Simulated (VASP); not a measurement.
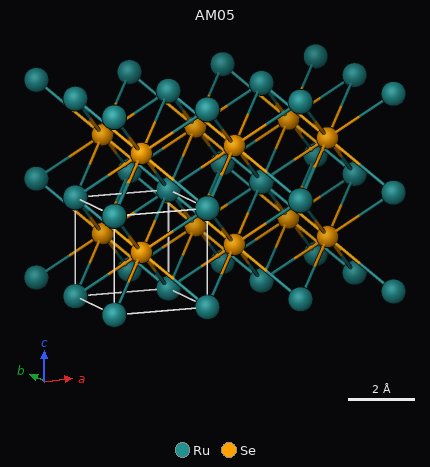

Solid RuSe (a generated structure, set up in Pm-3m), relaxed (cell and atoms) with several functionals. The picture shows the result with AM05. Style: ball-and-stick. Shown: the cell of the calculation, repeated 3 × 2 × 2 with one cell outlined, slightly off an axis.

Computed with VASP 6.6.1: VASP PAW PBE potentials, recommended; VASP PAW LDA potentials, recommended (each functional with its own set). Settings: plane-wave cutoff 600 eV; k-point mesh 8 × 8 × 8; occupations fermi-dirac; smearing width 0.05 eV; no spin polarisation.

```tsv
functional	volume (Å³/atom)	a (Å)
AM05	14.595	3.079
rev-vdW-DF2	15.175	3.119
LDA	14.481	3.071
revPBE	?	?
BLYP	16.501	3.208
vdW-DF-cx	14.925	3.102
RPBE	15.594	3.148
PBEsol	14.720	3.088
PW91	15.418	3.136
optB88-vdW	15.558	3.145
PBE	15.314	3.129
```

### Fill in the missing row.

With revPBE the volume falls between PW91 (15.418) and optB88-vdW (15.558). The calculation gives 15.517 Å³/atom (a = 3.143 Å). In order of volume: LDA < AM05 < PBEsol < vdW-DF-cx < rev-vdW-DF2 < PBE < PW91 < revPBE < optB88-vdW < RPBE < BLYP; the spread is 13.9 %.
